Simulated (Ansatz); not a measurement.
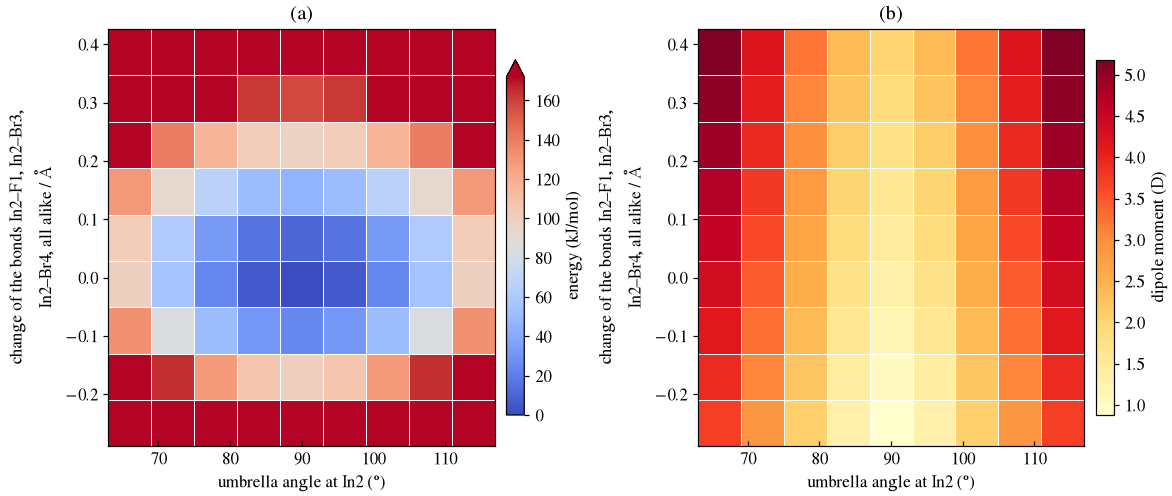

Br2FIn, SMILES [F][In]([Br])[Br]. Coordinates scanned: (1) umbrella angle at In2 (between each of its bonds and their common axis; 90 is planar); (2) change of the bonds In2–F1, In2–Br3, In2–Br4, all alike. Nothing is relaxed (all other coordinates rigid). The grid has 9 × 9 points; 45 points were computed and 36 follow by symmetry. Points are written as (first, second). Energies are in kJ/mol, from the lowest grid point. Theory: RKS BHLYP-D4/def2-SVP in Ansatz 0.2.0.

Panel (a) is the energy; panel (b) is the computed dipole moment, in D.

Drawn: one coloured cell a grid point, one colour for all values above the top of the scale.

Question: How does the dipole moment vary over the map, and what is it at the lowest grid point?

Answer: Leaving out the highest fifth of the energies, it runs from 1.03 D at (90°, −0.171 Å) to 5.04 D at (66°, 0.307 Å). At the lowest grid point, (90°, −0.011 Å), it is 1.31 D.
